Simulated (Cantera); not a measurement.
Charge: 1 mol Cr, 17 mol NH3, 13 mol N2, at 6.20 bar.

Method: chemical equilibrium by Gibbs-energy minimisation in Cantera with the NASA 1993 tables (ideal gas, pure condensed phases). Candidate condensed phases: Cr, CrN, Cr2N; 11 gas species. Kinetics and transport are ignored.

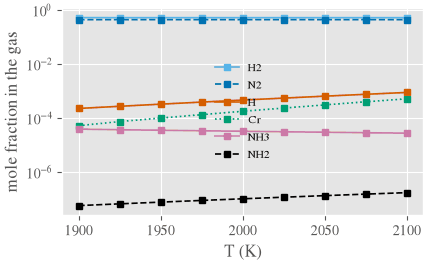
Equilibrium gas composition (values under 1e-9 drawn at 1e-9)

At 1900 K the condensed part is Cr2N(s). From 1925 K to 2100 K the condensed part is Cr(s). The main Cr-bearing gas is Cr throughout. The share of Cr in condensed phases is highest at 1900 K (99.7 %) and lowest at 2100 K (97.5 %).
